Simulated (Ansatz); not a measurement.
# AlZn radical: geometry and frequencies at several levels

Aim: geometry and frequencies at several levels, for AlZn radical, with the cost of each level. Spin multiplicity 2.

Method: the levels named in each step, in Ansatz 0.2.0.

## (1) The structure to begin with

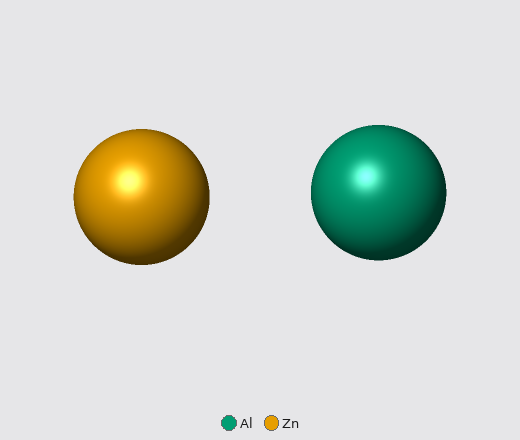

The starting structure, seen from a chosen angle (aluminium teal, zinc amber).

As a file:

```xyz
2

Al    0.0000    0.0000    0.0000
Zn    0.0000    0.0000    2.5278
```

## (2) A rough first relaxation, PBE-D4/def2-SVP

This run stands in another session on the same molecule. It ended at:

```xyz
2

Al    0.0000    0.0000   -0.0688
Zn    0.0000    0.0000    2.5967
```

## (3) Relaxation, PBE0-D4/def2-TZVPP

This run stands in another session on the same molecule. It ended at:

```xyz
2

Al    0.0000    0.0000   -0.0971
Zn    0.0000    0.0000    2.6249
```

## (4) Frequencies, PBE0-D4/def2-TZVPP

input.yaml reads:

```yaml
crystal:
  periodic: [false, false, false]
  atoms:
    - { symbol: Al, position_ang: [0.0, 0.0, -0.09708682] }
    - { symbol: Zn, position_ang: [0.0, 0.0, 2.62493682] }
magnetization:
  spin_polarized: true
  initial_magnetization: 1
basis:
  gaussian: { orbitals: def2-TZVPP }
hamiltonian:
  xc: pbe0
  dispersion: d4
phonons: {}
```

Run with:

```
> ansatz run input.yaml --threads 2 --pin off --max-ram 5120MiB --backend cpu --events-out ev --progress --plain --runs-dir out
```

The program printed (excerpt; [...] marks lines left out):

```text
Warning: RAYON_NUM_THREADS=2 ignored (pool sized by the plan → 2); use --threads N
[...]
Functional definition: PBE0
[...]
884 factors; their error is unknown
[...]
mean field -55005.32912834 eV, -2021.4085615154 hartree, gradient 9.5e-6 eV, S^2 0.757242; 8 other end points of the search recorded, 0 dependent functions left out
[...]
reference -55005.32915094 eV, -2021.4085623459 hartree; 22, 21 occupied and 84, 85 virtual orbitals, 884 factors
[...]
884 factors; their error is unknown
[...]
mean field -55005.32912829 eV, -2021.4085615133 hartree, gradient 1.1e-6 eV, S^2 0.757242; 0 other end points of the search recorded, 0 dependent functions left out
[...]
reference -55005.32915088 eV, -2021.4085623438 hartree; 22, 21 occupied and 84, 85 virtual orbitals, 884 factors
[...]
884 factors; their error is unknown
mean field -55005.32912829 eV, -2021.4085615133 hartree, gradient 1.1e-6 eV, S^2 0.757242; 0 other end points of the search recorded, 0 dependent functions left out
[...]
reference -55005.32915088 eV, -2021.4085623438 hartree; 22, 21 occupied and 84, 85 virtual orbitals, 884 factors
[...]
884 factors; their error is unknown
mean field -55005.32912829 eV, -2021.4085615133 hartree, gradient 1.4e-6 eV, S^2 0.757242; 0 other end points of the search recorded, 0 dependent functions left out
[...]
reference -55005.32915088 eV, -2021.4085623438 hartree; 22, 21 occupied and 84, 85 virtual orbitals, 884 factors
[...]
884 factors; their error is unknown
[...]
reference -55005.32915088 eV, -2021.4085623438 hartree; 22, 21 occupied and 84, 85 virtual orbitals, 884 factors
[...]
884 factors; their error is unknown
mean field -55005.32912829 eV, -2021.4085615133 hartree, gradient 1.4e-6 eV, S^2 0.757242; 0 other end points of the search recorded, 0 dependent functions left out
[...]
reference -55005.32915088 eV, -2021.4085623438 hartree; 22, 21 occupied and 84, 85 virtual orbitals, 884 factors
[...]
884 factors; their error is unknown
mean field -55005.32912829 eV, -2021.4085615133 hartree, gradient 1.4e-6 eV, S^2 0.757242; 0 other end points of the search recorded, 0 dependent functions left out
[...]
reference -55005.32915088 eV, -2021.4085623438 hartree; 22, 21 occupied and 84, 85 virtual orbitals, 884 factors
[...]
884 factors; their error is unknown
mean field -55005.32899827 eV, -2021.4085567352 hartree, gradient 2.7e-6 eV, S^2 0.757247; 0 other end points of the search recorded, 0 dependent functions left out
[...]
reference -55005.32902087 eV, -2021.4085575659 hartree; 22, 21 occupied and 84, 85 virtual orbitals, 884 factors
[...]
884 factors; their error is unknown
[...]
mean field -55005.32924663 eV, -2021.4085658623 hartree, gradient 1.1e-6 eV, S^2 0.757237; 0 other end points of the search recorded, 0 dependent functions left out
[...]
reference -55005.32926922 eV, -2021.4085666926 hartree; 22, 21 occupied and 84, 85 virtual orbitals, 884 factors
Total energy: -55005.38110710 eV, -2021.4104716995 hartree
Atom 0 at     0.000000     0.000000    -0.097087 Å, force     0.000000    -0.000000    -0.000110 eV/Å
Atom 1 at     0.000000     0.000000     2.624937 Å, force    -0.000000     0.000000     0.000110 eV/Å
Dipole moment:    -0.000000     0.000000     0.167509 e Å
Vibrations: 164.16 cm⁻¹, zero-point energy 0.010177 eV
```

Wall time 47 s (2 threads of Intel Xeon at 2.50GHz (Skylake/Cascade Lake), shared host); peak memory 0.27 GiB.

Harmonic frequencies (cm⁻¹; negative: imaginary): 164.

## (5) Relaxation, PBE-D4/def2-TZVPP

input.yaml, as its differences from that of step 4:

```diff
@@ -11,4 +11,6 @@
 hamiltonian:
-  xc: pbe0
+  xc: pbe
   dispersion: d4
-phonons: {}
+relax:
+  f_tol: 0.002
+  max_steps: 150
```

Run with:

```
> ansatz run input.yaml --threads 2 --pin off --max-ram 5120MiB --backend cpu --events-out ev --progress --plain --runs-dir out
```

The program printed (excerpt; [...] marks lines left out):

```text
Warning: RAYON_NUM_THREADS=2 ignored (pool sized by the plan → 2); use --threads N
[...]
Functional definition: PBE
[...]
768 factors; their error is unknown
[...]
mean field -55004.43819073 eV, -2021.3758201622 hartree, gradient 1.9e-5 eV, S^2 0.755370; 6 other end points of the search recorded, 0 dependent functions left out
[...]
reference -55004.43822125 eV, -2021.3758212838 hartree; 22, 21 occupied and 84, 85 virtual orbitals, 768 factors
relax step   1: F+E_penalty+E_count = -55004.49958639 eV  Δ(F+E_penalty+E_count) = +0.000e0 eV  max|allowed force component| = 6.917e-2 eV/Å  Δτ_max = 0.0000 Å  (136 SCF iters, accepted)
[...]
relax step   2: F+E_penalty+E_count = -55004.50015193 eV  Δ(F+E_penalty+E_count) = -5.655e-4 eV  max|allowed force component| = 4.247e-2 eV/Å  Δτ_max = 0.0051 Å  (39 SCF iters, accepted)
[...]
relax step   3: F+E_penalty+E_count = -55004.50048483 eV  Δ(F+E_penalty+E_count) = -3.329e-4 eV  max|allowed force component| = 1.299e-3 eV/Å  Δτ_max = 0.0080 Å  (37 SCF iters, accepted)
768 factors; their error is unknown
[...]
mean field -55004.44085262 eV, -2021.3759179846 hartree, gradient 8.2e-6 eV, S^2 0.755342; 7 other end points of the search recorded, 0 dependent functions left out
[...]
reference -55004.44088307 eV, -2021.3759191038 hartree; 22, 21 occupied and 84, 85 virtual orbitals, 768 factors
Total energy: -55004.50051529 eV, -2021.3781105472 hartree
Atom 0 at     0.000000    -0.000000    -0.083979 Å, force    -0.000000     0.000000    -0.001299 eV/Å
Atom 1 at    -0.000000     0.000000     2.611829 Å, force     0.000000     0.000000     0.001299 eV/Å
Dipole moment:     0.000000     0.000000     0.113780 e Å
```

It took 21 s on 2 threads of Intel Xeon at 2.50GHz (Skylake/Cascade Lake), shared host; peak memory 0.2 GiB.

Relaxation path:

| step | energy from step 1 (eV) | largest force component (eV/Å) |
| --- | --- | --- |
| 1 | 0.0000 | 0.0692 |
| 2 | -0.0006 | 0.0425 |
| 3 | -0.0009 | 0.0013 |

Step 1 is the start.

Before: Bond lengths: Al1–Zn2 2.722 Å.

After: Bond lengths: Al1–Zn2 2.696 Å.

## (6) Frequencies, PBE-D4/def2-TZVPP

input.yaml reads:

```yaml
crystal:
  periodic: [false, false, false]
  atoms:
    - { symbol: Al, position_ang: [0.0, 0.0, -0.08397919] }
    - { symbol: Zn, position_ang: [0.0, 0.0, 2.61182919] }
magnetization:
  spin_polarized: true
  initial_magnetization: 1
basis:
  gaussian: { orbitals: def2-TZVPP }
hamiltonian:
  xc: pbe
  dispersion: d4
phonons: {}
```

Run with:

```
> ansatz run input.yaml --threads 2 --pin off --max-ram 5120MiB --backend cpu --events-out ev --progress --plain --runs-dir out
```

The program printed (excerpt; [...] marks lines left out):

```text
Warning: RAYON_NUM_THREADS=2 ignored (pool sized by the plan → 2); use --threads N
[...]
Functional definition: PBE
[...]
768 factors; their error is unknown
[...]
mean field -55004.44085262 eV, -2021.3759179846 hartree, gradient 2.0e-5 eV, S^2 0.755342; 6 other end points of the search recorded, 0 dependent functions left out
[...]
reference -55004.44088307 eV, -2021.3759191038 hartree; 22, 21 occupied and 84, 85 virtual orbitals, 768 factors
[...]
768 factors; their error is unknown
mean field -55004.44085253 eV, -2021.3759179814 hartree, gradient 1.5e-6 eV, S^2 0.755342; 0 other end points of the search recorded, 0 dependent functions left out
[...]
reference -55004.44088298 eV, -2021.3759191006 hartree; 22, 21 occupied and 84, 85 virtual orbitals, 768 factors
[...]
768 factors; their error is unknown
[...]
reference -55004.44088298 eV, -2021.3759191006 hartree; 22, 21 occupied and 84, 85 virtual orbitals, 768 factors
[...]
768 factors; their error is unknown
mean field -55004.44065775 eV, -2021.3759108233 hartree, gradient 1.7e-6 eV, S^2 0.755345; 0 other end points of the search recorded, 0 dependent functions left out
[...]
reference -55004.44068821 eV, -2021.3759119427 hartree; 22, 21 occupied and 84, 85 virtual orbitals, 768 factors
[...]
768 factors; their error is unknown
mean field -55004.44103451 eV, -2021.3759246691 hartree, gradient 1.9e-6 eV, S^2 0.755340; 0 other end points of the search recorded, 0 dependent functions left out
[...]
reference -55004.44106496 eV, -2021.3759257880 hartree; 22, 21 occupied and 84, 85 virtual orbitals, 768 factors
Total energy: -55004.50051529 eV, -2021.3781105472 hartree
Atom 0 at     0.000000     0.000000    -0.083979 Å, force    -0.000000     0.000000    -0.001299 eV/Å
Atom 1 at     0.000000     0.000000     2.611829 Å, force    -0.000000    -0.000000     0.001299 eV/Å
Dipole moment:    -0.000000     0.000000     0.113778 e Å
Vibrations: 172.30 cm⁻¹, zero-point energy 0.010682 eV
```

Run time: 25 s. Hardware: 2 threads of Intel Xeon at 2.50GHz (Skylake/Cascade Lake), shared host; peak memory 0.2 GiB.

Harmonic frequencies (cm⁻¹; negative: imaginary): 172.

## (7) Relaxation, r2SCAN-D4/def2-TZVPP

input.yaml reads:

```yaml
crystal:
  periodic: [false, false, false]
  atoms:
    - { symbol: Al, position_ang: [0.0, 0.0, -0.09708682] }
    - { symbol: Zn, position_ang: [0.0, 0.0, 2.62493682] }
magnetization:
  spin_polarized: true
  initial_magnetization: 1
basis:
  gaussian: { orbitals: def2-TZVPP }
hamiltonian:
  xc: r2scan
  dispersion: d4
relax:
  f_tol: 0.002
  max_steps: 150
```

Run with:

```
> ansatz run input.yaml --threads 2 --pin off --max-ram 5120MiB --backend cpu --events-out ev --progress --plain --runs-dir out
```

The program printed (excerpt; [...] marks lines left out):

```text
Warning: RAYON_NUM_THREADS=2 ignored (pool sized by the plan → 2); use --threads N
[...]
Functional definition: r2SCAN
[...]
768 factors; their error is unknown
[...]
mean field -55013.89029525 eV, -2021.7231785964 hartree, gradient 7.5e-6 eV, S^2 0.762527; 9 other end points of the search recorded, 0 dependent functions left out
[...]
reference -55013.89031020 eV, -2021.7231791457 hartree; 22, 21 occupied and 84, 85 virtual orbitals, 768 factors
relax step   1: F+E_penalty+E_count = -55013.90093003 eV  Δ(F+E_penalty+E_count) = +0.000e0 eV  max|allowed force component| = 2.086e-1 eV/Å  Δτ_max = 0.0000 Å  (181 SCF iters, accepted)
[...]
relax step   4: F+E_penalty+E_count = -55013.91114652 eV  Δ(F+E_penalty+E_count) = -1.845e-4 eV  max|allowed force component| = 3.320e-3 eV/Å  Δτ_max = 0.0066 Å  (52 SCF iters, accepted)
[...]
relax step   5: F+E_penalty+E_count = -55013.91114862 eV  Δ(F+E_penalty+E_count) = -2.100e-6 eV  max|allowed force component| = 6.360e-5 eV/Å  Δτ_max = 0.0006 Å  (42 SCF iters, accepted)
768 factors; their error is unknown
[...]
mean field -55013.90191562 eV, -2021.7236056371 hartree, gradient 1.2e-5 eV, S^2 0.762252; 10 other end points of the search recorded, 0 dependent functions left out
[...]
reference -55013.90193050 eV, -2021.7236061837 hartree; 22, 21 occupied and 84, 85 virtual orbitals, 768 factors
Total energy: -55013.91116349 eV, -2021.7239454901 hartree
Atom 0 at    -0.000000    -0.000000    -0.050725 Å, force     0.000000     0.000000     0.000064 eV/Å
Atom 1 at     0.000000     0.000000     2.578575 Å, force    -0.000000    -0.000000    -0.000064 eV/Å
Dipole moment:     0.000000     0.000000     0.122362 e Å
```

It took 56 s on 2 threads of Intel Xeon at 2.50GHz (Skylake/Cascade Lake), shared host; peak memory 0.24 GiB.

Step by step:

| step | E - E(step 1) (eV) | largest force component (eV/Å) |
| --- | --- | --- |
| 1 | 0.0000 | 0.2086 |
| 2 | -0.0055 | 0.1477 |
| 3 | -0.0100 | 0.0317 |
| 4 | -0.0102 | 0.0033 |
| 5 | -0.0102 | 0.0001 |

Step 1 is the start.

Before: Bond lengths: Al1–Zn2 2.722 Å.

After: Bond lengths: Al1–Zn2 2.629 Å.

[end of part 1 of 2]
